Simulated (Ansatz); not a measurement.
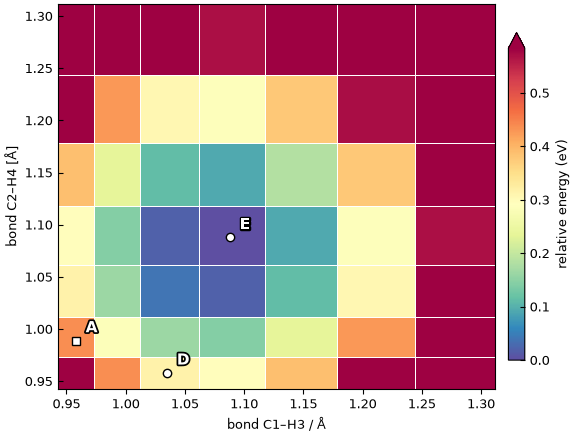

C₂H₂, SMILES C#C. Two internal coordinates are moved rigidly from the geometry relaxed at PBE0-D4/def2-TZVP, all others fixed. First axis: bond C1–H3. Second axis: bond C2–H4. Grid: 7 × 7 points. Points are written as (first, second). Energies are in eV, from the lowest grid point. These are results of RKS PBE-D4/def2-TZVPP (Ansatz 0.2.0), not measurements.

Drawn: one coloured cell a grid point, one colour for all values above the top of the scale, lettered points.

**Rank the lettered points by energy, lowest first.**

E (0.00 eV), D (0.32 eV), A (0.44 eV).
